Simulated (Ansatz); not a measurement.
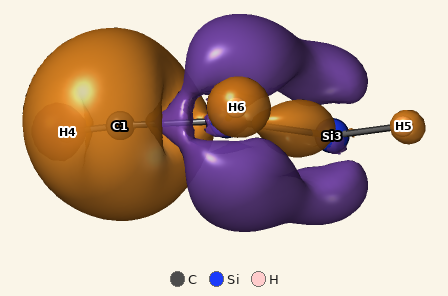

Figure 1: CH3Si2 (doublet). Isosurfaces of the spin density (α minus β) at +0.015 (orange) and −0.015 e/Å³ (purple), seen from one side.

Geometry: PBE0-D4/def2-TZVP; ⟨S²⟩ = 0.99, above the pure value of 0.75.

Method: UKS PBE0-D4/def2-TZVPP (Ansatz).

| atom | x (Å) | y (Å) | z (Å) |
| --- | --- | --- | --- |
| C | -1.4684 | -1.2313 | -0.7116 |
| Si | -0.5583 | 0.2194 | -0.5843 |
| Si | 1.5062 | 0.0606 | 0.4481 |
| H | -1.6949 | -2.2789 | -0.5945 |
| H | 1.7233 | 1.5590 | 0.2333 |
| H | -1.2476 | 1.4005 | -1.1728 |

### Where is the unpaired spin?

The unpaired spin (1 electron) lies mostly on C1 (about 1.1), in electrons by Hirshfeld's partition, with opposite, polarisation-induced spin on Si3 and Si2.
